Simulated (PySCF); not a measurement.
# H2O2 (hydrogen peroxide): CAM-B3LYP/def2-TZVPP

Aim: the vertical ionisation energy of H2O2 (hydrogen peroxide) at CAM-B3LYP/def2-TZVPP, from 2 runs. Input form: a Python script.

The calculation is run with PySCF 2.14.0.

3 further runs of the same task are left out: 3 set aside as unsound or not needed.

## (1) The system as given

The species is H2O2 (4 atoms), meant as a singlet with charge 0. As SMILES, `OO`. Geometry: relaxed at PBE0-D4/def2-TZVP.

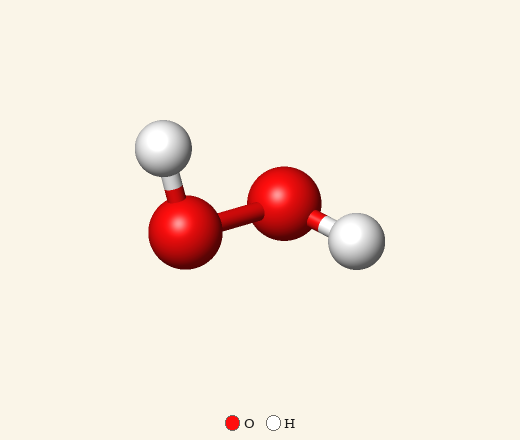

The structure, seen from a chosen angle (oxygen red, hydrogen white).

## (2) A single-point energy at CAM-B3LYP/def2-TZVPP

The input, calc.py:

```python
from pyscf import gto, dft

mol = gto.M(
    atom='''
O   -0.486800  -0.581100   0.030600
O    0.048300   0.728400   0.206900
H    0.186400  -1.117000   0.467400
H    0.252100   0.969800  -0.704900
''',
    max_memory=1860,
    verbose=3,
    basis='def2-tzvpp',
    charge=0,
)

myscf = dft.RKS(mol)
myscf.xc = 'cam-b3lyp'
myscf.grids.level = 5
myscf.conv_tol = 1e-10
myscf.kernel()
if not myscf.converged:
    myscf = myscf.newton().run(myscf.mo_coeff, myscf.mo_occ)

e_tot = myscf.e_tot
print('Final energy', e_tot)
```

Command:

```
$ OMP_NUM_THREADS=1 python calc.py
```

What it wrote:

```text
converged SCF energy = -151.571137932826
Final energy -151.57113793282554
```

It took 9 s on 1 thread of Arm Neoverse V2, shared host; peak memory 0.45 GiB.

## (3) The doublet cation, same level

The input, job.py:

```python
from pyscf import gto, dft

molecule = gto.Mole()
molecule.atom = 'O -0.486800 -0.581100 0.030600; O 0.048300 0.728400 0.206900; H 0.186400 -1.117000 0.467400; H 0.252100 0.969800 -0.704900'
molecule.charge = 1
molecule.verbose = 4
molecule.spin = 1
molecule.basis = 'def2-tzvpp'
molecule.max_memory = 1860
molecule.build()

calc0 = dft.UKS(molecule, xc='cam-b3lyp')
calc0.conv_tol = 1e-10
calc0.grids.level = 5
calc0.kernel()
if not calc0.converged:
    calc0 = calc0.newton().run(calc0.mo_coeff, calc0.mo_occ)

etot = calc0.e_tot
print('E = %.10f Eh' % etot)
```

Command:

```
$ OMP_NUM_THREADS=1 python job.py
```

What it wrote:

```text
PySCF version 2.14.0

[INPUT] num. atoms = 4
[INPUT] num. electrons = 17
[INPUT] charge = 1
[INPUT] spin (= nelec alpha-beta = 2S) = 1
[INPUT] symmetry False subgroup None
[INPUT] Mole.unit = angstrom
[INPUT] Symbol           X                Y                Z      unit          X                Y                Z       unit  Magmom
[INPUT]  1 O     -0.486800000000  -0.581100000000   0.030600000000 AA   -0.919918677438  -1.098119850985   0.057825619412 Bohr   0.0
[INPUT]  2 O      0.048300000000   0.728400000000   0.206900000000 AA    0.091273771816   1.376476509133   0.390984335173 Bohr   0.0
[INPUT]  3 H      0.186400000000  -1.117000000000   0.467400000000 AA    0.352244949619  -2.110824081139   0.883257990622 Bohr   0.0
[INPUT]  4 H      0.252100000000   0.969800000000  -0.704900000000 AA    0.476399956003   1.832656395603  -1.332067945206 Bohr   0.0

[... 86 lines left out ...]
converged SCF energy = -151.144258984014  <S^2> = 0.7543421  2S+1 = 2.0043374
E = -151.1442589840 Eh
```

Wall time 17 s (1 thread of Arm Neoverse V2, shared host); peak memory 0.47 GiB.

## (4) What came out

Level: CAM-B3LYP/def2-TZVPP.

| quantity | value |
| --- | --- |
| singlet H2O2: total energy | -151.57114 Eh |
| singlet H2O2: dipole moment | 1.84 D |
| singlet H2O2: HOMO energy | -9.74 eV |
| singlet H2O2: LUMO energy | 1.67 eV |
| singlet H2O2: HOMO–LUMO gap | 11.41 eV |
| doublet cation: total energy | -151.14426 Eh |
| doublet cation: HOMO energy (highest over α and β) | -20.56 eV |
| doublet cation: LUMO energy (lowest over α and β) | -13.55 eV |
| doublet cation: ⟨S²⟩ | 0.754 |
| vertical ionisation energy (to the doublet cation) | 11.616 eV |

Removing an electron at fixed nuclei costs 11.62 eV (268 kcal/mol). The negative HOMO energy of the first species, 9.74 eV, lies 1.88 eV below that difference.
